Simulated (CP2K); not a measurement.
**A workflow on CH5BF− (SMILES [BH3-]CF)**

Wanted: a structure relaxation (GFN2-xTB), then vibrational wavenumbers of CH5BF−. 

Program for the calculation: CP2K 2026.2.

1 further run of the same task is left out (it didn't finish).

**1. Starting point**

CH5BF−: 8 atoms, total charge -1, spin state singlet. As SMILES, `[BH3-]CF`. The shape is that of a GFN2-xTB optimisation. The run starts from this shape.

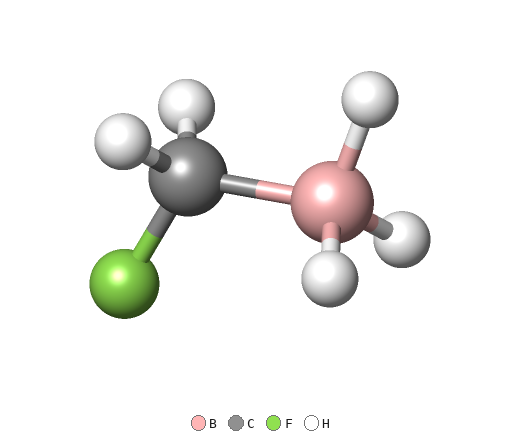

The structure, seen from a chosen angle (boron pink, carbon grey, fluorine green, hydrogen white).

**2. A structure relaxation at GFN2-xTB (run 1)**

The input, molecule.xyz:

```xyz
8

B     -0.551780     0.539550    -0.373100
C      0.485140    -0.493460     0.382030
F      1.540350    -1.002140    -0.412970
H     -1.114370    -0.016270    -1.298200
H      0.038640     1.528210    -0.767380
H     -1.377000     0.863650     0.473950
H      0.998440    -0.024140     1.234850
H     -0.019400    -1.395390     0.760820
```

The input, mol.inp:

```
&GLOBAL
  PROJECT mol
  RUN_TYPE GEO_OPT
  PRINT_LEVEL LOW
&END GLOBAL

&FORCE_EVAL
  METHOD Quickstep
  &DFT
    CHARGE -1
    # Quickstep
    &QS
      METHOD XTB
      EPS_DEFAULT 1.0E-10
      &XTB
        GFN_TYPE TBLITE
        &TBLITE
          METHOD GFN2
        &END TBLITE
        CHECK_ATOMIC_CHARGES F
      &END XTB
    &END QS
    &POISSON
      PERIODIC NONE
      POISSON_SOLVER ANALYTIC
    &END POISSON
    # self-consistent field
    &SCF
      SCF_GUESS ATOMIC
      EPS_SCF 1.0E-07
      MAX_SCF 150
      ADDED_MOS 2
      &DIAGONALIZATION
        ALGORITHM STANDARD
      &END DIAGONALIZATION
      &MIXING
        METHOD DIRECT_P_MIXING
        ALPHA 0.4
      &END MIXING
    &END SCF
    # extra output
    &PRINT
      &MOMENTS
        PERIODIC F
        REFERENCE COM
        MAX_MOMENT 1
      &END MOMENTS
      &MULLIKEN OFF
      &END MULLIKEN
      &HIRSHFELD OFF
      &END HIRSHFELD
    &END PRINT
  &END DFT
  # atoms, cell and kinds
  &SUBSYS
    # box in angstrom
    &CELL
      ABC 10.9 10.9 10.5
      PERIODIC NONE
    &END CELL
    &TOPOLOGY
      COORD_FILE_NAME molecule.xyz
      COORD_FILE_FORMAT XYZ
      &CENTER_COORDINATES
      &END CENTER_COORDINATES
    &END TOPOLOGY
  &END SUBSYS
&END FORCE_EVAL

&MOTION
  &GEO_OPT
    OPTIMIZER LBFGS
    MAX_ITER 100
    MAX_FORCE 1.0E-04
    RMS_FORCE 6.7E-05
  &END GEO_OPT
  &PRINT
    &TRAJECTORY
      &EACH
        GEO_OPT 1
      &END EACH
    &END TRAJECTORY
    &FORCES ON
      &EACH
        GEO_OPT 1
      &END EACH
    &END FORCES
    &RESTART OFF
    &END RESTART
    &RESTART_HISTORY OFF
    &END RESTART_HISTORY
  &END PRINT
&END MOTION
```

Run with:

```sh
OMP_NUM_THREADS=1 cp2k.psmp -i mol.inp > mol.out 2>&1
```

Output, shortened:

```text
CP2K| version string:                                       CP2K version 2026.2
[...]
 GLOBAL| Method name                                                        CP2K
[...]
 GLOBAL| Run type                                                        GEO_OPT
[...]
                             - Atoms:                                          8
[...]
                             - Spherical basis functions:                     17
[...]
 Number of electrons:                                                         20
[...]
  *** SCF run converged in    13 steps ***
[...]
 ENERGY| Total FORCE_EVAL ( QS ) energy [hartree]            -10.852120804117657
[...]
 OPT| Step number                                                              1
[...]
 OPT| Total energy [hartree]                                      -10.8521209420
[...]
 OPT| Step number                                                              2
[...]
 OPT| Total energy [hartree]                                      -10.8521210051
[...]
 ***                    GEOMETRY OPTIMIZATION COMPLETED                      ***
[...]
  *** SCF run converged in     1 steps ***
[...]
  Fermi energy:                                                 0.18938908285899
[...]
 TB_DIPOLE| Moment [Debye]          2.84120014      -2.53836270       1.22732612
 TB_DIPOLE| Derivative [a.u.]       0.00000000       0.00000000       0.00000000
 ENERGY| Total FORCE_EVAL ( QS ) energy [hartree]            -10.852121005109387
[...]
```

It took 0.36 s on 1 thread of Arm Neoverse V1, shared host.

Steps, from the record of the run:

| step | energy from the first frame kept (eV) | largest force (eV/Å) |
| --- | --- | --- |
| 1 | 0.0000 | 0.0076 |
| 2 | 0.0000 | 0.0027 |
| 3 | 0.0000 | 0.0027 |

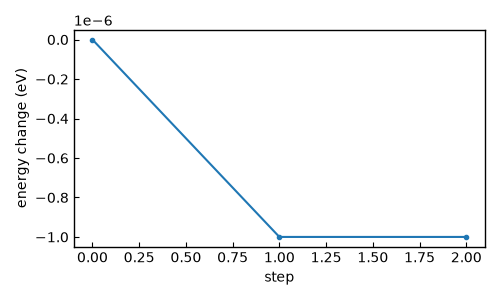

Energy along the run.

**3. The harmonic vibrations at GFN2-xTB (run 2)**

The input, molecule.xyz:

```xyz
8

B      4.816379     5.923074     4.908752
C      5.853414     4.890221     5.663637
F      6.908823     4.381374     4.868564
H      4.254012     5.367104     3.983190
H      5.407075     6.911840     4.514283
H      3.991148     6.247426     5.755811
H      6.366917     5.359400     6.516683
H      5.348852     3.988290     6.042480
```

The input, cp2k_ase.py:

```python
import numpy as np
from ase.io import read
from ase.calculators.cp2k import CP2K
from ase.vibrations import Vibrations
from ase.thermochemistry import IdealGasThermo

atoms = read("molecule.xyz")
atoms.set_cell([10.9, 10.9, 10.5])
atoms.center()
cp2k_input = """
&FORCE_EVAL
    METHOD QUICKSTEP
    &DFT
        CHARGE -1
        MULTIPLICITY 1
        &QS
            METHOD XTB
            EPS_DEFAULT 1.0E-10
            &XTB
                GFN_TYPE TBLITE
                &TBLITE
                    METHOD GFN2
                &END TBLITE
                CHECK_ATOMIC_CHARGES F
            &END XTB
        &END QS
        &POISSON
            PERIODIC NONE
            POISSON_SOLVER ANALYTIC
        &END POISSON
        &SCF
            SCF_GUESS ATOMIC
            EPS_SCF 1.0E-08
            MAX_SCF 150
            ADDED_MOS 2
            &DIAGONALIZATION
                ALGORITHM STANDARD
            &END DIAGONALIZATION
            &MIXING
                METHOD DIRECT_P_MIXING
                ALPHA 0.4
            &END MIXING
        &END SCF
        &PRINT
            &MOMENTS
                PERIODIC F
                REFERENCE COM
                MAX_MOMENT 1
            &END MOMENTS
            &MULLIKEN OFF
            &END MULLIKEN
            &HIRSHFELD OFF
            &END HIRSHFELD
        &END PRINT
    &END DFT
    &SUBSYS
    &END SUBSYS
&END FORCE_EVAL
"""
calc = CP2K(command="cp2k.psmp -s", label="calc", inp=cp2k_input, basis_set=None, basis_set_file=None, potential_file=None, pseudo_potential=None, xc=None, cutoff=None, max_scf=None, charge=None, uks=False,
            force_eval_method=None, print_level="LOW", poisson_solver=None, stress_tensor=False)
atoms.calc = calc
energy = atoms.get_potential_energy()
print(f"energy {energy:.6f} eV")
vib = Vibrations(atoms, delta=0.01)
vib.run()
vib.summary()
modes = vib.get_energies()[-18:]
thermo = IdealGasThermo(vib_energies=modes, potentialenergy=energy, atoms=atoms, geometry="nonlinear", symmetrynumber=1, spin=0, ignore_imag_modes=True)
thermo.get_gibbs_energy(temperature=298.15, pressure=101325.0)
```

Run with:

```sh
OMP_NUM_THREADS=1 python cp2k_ase.py
```

Output:

```text
energy -295.301230 eV
---------------------
  #    meV     cm^-1
---------------------
  0    1.6i     13.1i
  1    0.9i      7.0i
  2    0.7i      6.0i
  3    0.0       0.1
  4    0.0       0.2
  5    0.0       0.4
  6   21.3     171.9
  7   38.1     307.3
  8   79.5     640.9
  9   91.3     736.2
 10  112.6     908.2
 11  119.2     961.3
 12  123.4     995.0
 13  145.9    1176.6
 14  153.7    1239.4
 15  156.7    1263.8
 16  156.8    1264.3
 17  162.2    1308.1
 18  184.6    1488.7
 19  260.7    2102.8
 20  267.8    2160.2
 21  279.8    2256.5
 22  353.0    2847.5
 23  356.2    2873.2
---------------------
Zero-point energy: 1.531 eV
Enthalpy components at T = 298.15 K:
===============================
Enthalpy components at T = 298.15 K:
===============================
E_pot               -295.301 eV
E_ZPE                  1.531 eV
Cv_trans (0->T)        0.039 eV
Cv_rot (0->T)          0.039 eV
Cv_vib (0->T)          0.040 eV
-------------------------------
U                   -293.653 eV
===============================
(C_v -> C_p)           0.026 eV
-------------------------------
H                   -293.627 eV
===============================

Entropy components at T = 298.15 K and P = 101325.0 Pa:
=================================================
{"":15s}{"S":13s}     {"T*S:13s}
S_trans (1 bar)    0.0016255 eV/K        0.485 eV
S_rot              0.0009772 eV/K        0.291 eV
S_elec             0.0000000 eV/K        0.000 eV
S_vib              0.0002154 eV/K        0.064 eV
S (1 bar -> P)    -0.0000011 eV/K       -0.000 eV
-------------------------------------------------
S                  0.0028170 eV/K        0.840 eV
=================================================

Free energy components at T = 298.15 K and P = 101325.0 Pa:
=======================
    H       -293.627 eV
 -T*S         -0.840 eV
-----------------------
    G       -294.467 eV
=======================
```

calc.out, shortened:

```text
CP2K| version string:                                       CP2K version 2026.2
[...]
 GLOBAL| Method name                                                        CP2K
[...]
 GLOBAL| Run type                                                   ENERGY_FORCE
[...]
 *** WARNING in qs_kind_types.F:2330 :: Information provided in the input ***
 *** file regarding BASIS for KIND <B> will be ignored!                   ***
 *** WARNING in qs_kind_types.F:2330 :: Information provided in the input ***
 *** file regarding BASIS for KIND <C> will be ignored!                   ***
 *** WARNING in qs_kind_types.F:2330 :: Information provided in the input ***
 *** file regarding BASIS for KIND <F> will be ignored!                   ***
 *** WARNING in qs_kind_types.F:2330 :: Information provided in the input ***
 *** file regarding BASIS for KIND <H> will be ignored!                   ***
[...]
                             - Atoms:                                          8
[...]
                             - Spherical basis functions:                     17
[...]
 Number of electrons:                                                         20
[...]
  *** SCF run converged in    14 steps ***
[...]
 ENERGY| Total FORCE_EVAL ( QS ) energy [hartree]            -10.852121005093220
[...]
  Fermi energy:                                                 0.18013836021774
[...]
 TB_DIPOLE| Moment [Debye]          2.80009950      -2.53504151       1.23956738
 TB_DIPOLE| Derivative [a.u.]       0.00000000       0.00000000       0.00000000
 ENERGY| Total FORCE_EVAL ( QS ) energy [hartree]            -10.852052003235920
[...]
  *** SCF run converged in    11 steps ***
[...]
```

Wall time 2.8 s (1 thread of Arm Neoverse V1, shared host).

**4. Summary of results**

| quantity | value |
| --- | --- |
| run 1, GFN2-xTB: total energy at the end | -10.85212 Eh |
| run 2, GFN2-xTB: lowest harmonic wavenumber | 172 cm⁻¹ |
| run 2, GFN2-xTB: highest harmonic wavenumber | 2873 cm⁻¹ |
| run 2, GFN2-xTB: zero-point energy | 147.7 kJ/mol |
| run 2, GFN2-xTB: ideal-gas entropy at 298.15 K (symmetry number 1 as used) | 65.0 cal/(mol K) |

**Reading.** The optimisation (run 1, GFN2-xTB) took 2 steps and changed the energy by -0.000 eV. All 18 modes (run 2, GFN2-xTB) are real, so the shape is a minimum at this level.
